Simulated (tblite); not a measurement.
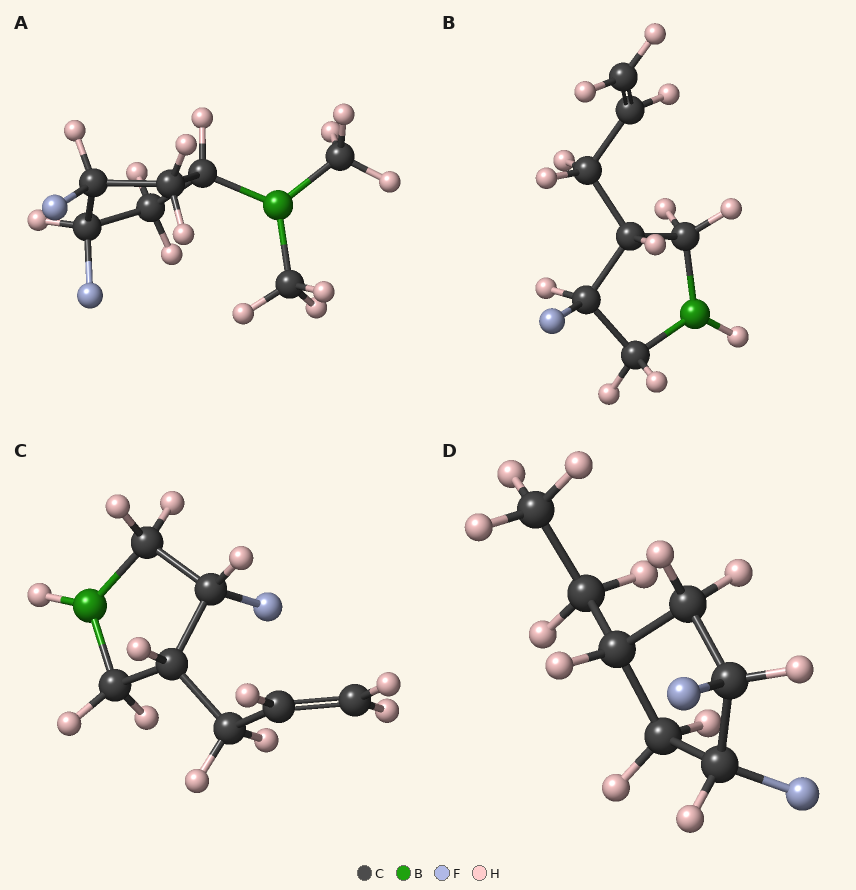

Source: calculation with tblite.

### Which panel belongs to which SMILES?
(1) CCC1C[C@@H](F)[C@H](F)C1
(2) C=CC[C@@H]1CBC[C@H]1F
(3) CB(C)[C@H]1C[C@@H](F)[C@@H](F)C1
(4) C=CC[C@@H]1CBC[C@@H]1F

A is (3), B is (2), C is (4), D is (1).
